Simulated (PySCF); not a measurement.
System: C₃H₅F₃O₂P (charge −1).

Input file:

```
{"job": {"kind": "uv", "xc": "B3LYP", "basis": "def2-SVPD", "nstates": 8, "ntriplets": 3}, "charge": -1, "multiplicity": 1}
C      2.144735    -0.051304     0.189103
P      0.479094    -0.889014     0.240366
O      0.416995    -1.957578    -0.786917
O      0.089917    -1.161386     1.644956
C     -0.527304     0.600045    -0.405492
C     -1.942218     0.298597    -0.084116
F     -2.820769     1.121418    -0.770080
F     -2.338817    -0.931496    -0.400859
F     -2.266537     0.501937     1.198780
H      2.864979    -0.806504     0.497311
H      2.186127     0.782095     0.884365
H      2.388061     0.281090    -0.816052
H     -0.420756     0.672980    -1.485873
H     -0.254185     1.538648     0.072344
```

Command:

```sh
OMP_NUM_THREADS=1 python probes_run.py task.json out
```

Geometry: GFN2-xTB.

The calculation used B3LYP/def2-SVPD, SCF density, gas phase in PySCF 2.14.0.

> Predict the electron density and electron localisation function between the atoms.

C–P (1.87 Å): the density is about 1.1 e/Å³ at the midpoint; the ELF peaks at about 0.95 between the atoms: a covalent bond.
C–H (1.09 Å): ρ is about 1.9 e/Å³ halfway; the ELF climbs to about 1 towards the hydrogen, as it does in any bond to H; an ordinary covalent bond to hydrogen.

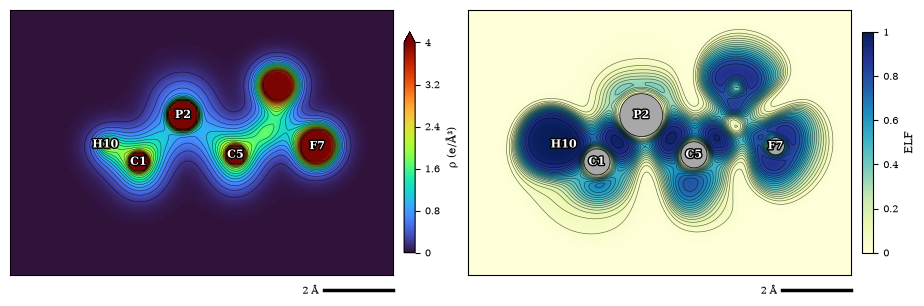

Computed electron density and electron localisation function on the plane of atoms C1, P2 and C5, in this order. Grey discs cover the atomic cores in the ELF map. 
